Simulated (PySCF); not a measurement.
SMILES [SiH2]N[SiH3] (H6NSi2), doublet at its B3LYP/def2-SVP optimised geometry (Å):

```
9

Si    -1.8562     0.5503     0.0000
N     -0.1061     0.5503     0.0000
Si     1.0078    -0.5410    -0.8053
H     -2.2904    -0.1533    -1.2511
H     -2.3591     1.9662     0.0000
H      0.3305     1.2026     0.6488
H      1.0717    -0.2922    -2.2762
H      0.6106    -1.9662    -0.6063
H      2.3591    -0.3172    -0.2155
```

Method: unrestricted B3LYP/def2-TZVP run with PySCF.

Map of the Laplacian of the electron density (e/bohr⁵) on the plane z = 1.2 Å:

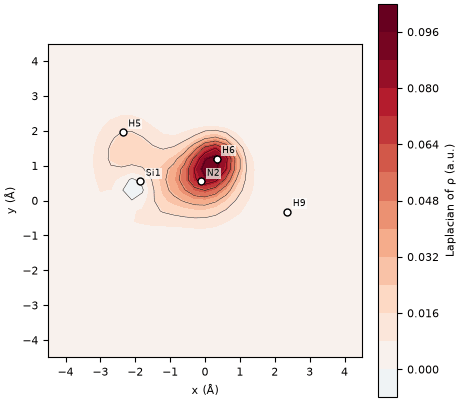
Fig. 1. Laplacian of the electron density (e/bohr⁵) on the plane z = 1.2 Å.
